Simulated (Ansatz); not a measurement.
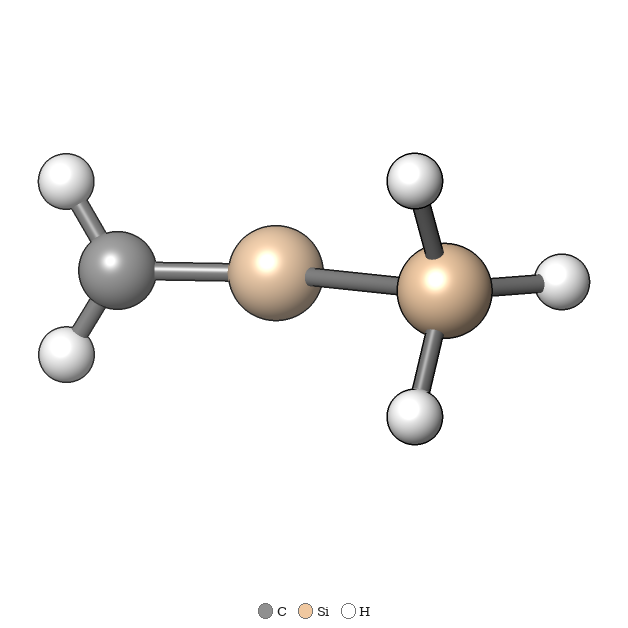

State: charge +1, singlet. The computed structure is the end point of a PBE0-D4/def2-TZVP optimisation. No frequency run is at hand to confirm it as a minimum.

Give the structural formula.

SMILES: C=[Si+][SiH3]

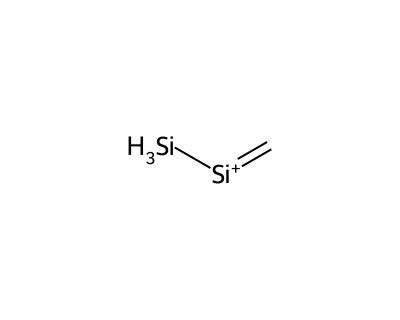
